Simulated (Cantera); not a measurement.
Charge: 1 mol S, 0.42 mol O₂, held at 2075 K.

Equilibrium computed with Cantera from the NASA thermochemical tables; the gas is ideal and each condensed phase is pure. Candidate condensed phases: S; 10 gas species. The ideal-gas law is rough above about 30 bar. Rates play no part.

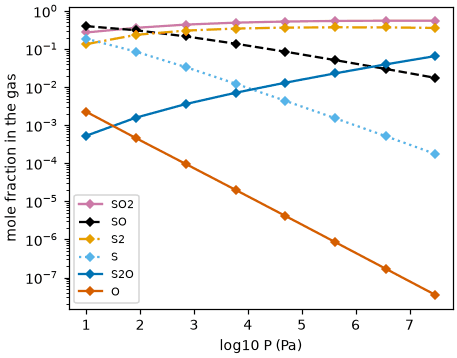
Figure: Equilibrium gas composition (values under 1e-9 drawn at 1e-9)

Question: Read off the mole fractions at 3.00e7 Pa.

Answer: SO₂ about 0.56, S₂ about 0.36, S₂O about 0.066, SO about 0.018, S about 0.00018, O about 3.5e-8.
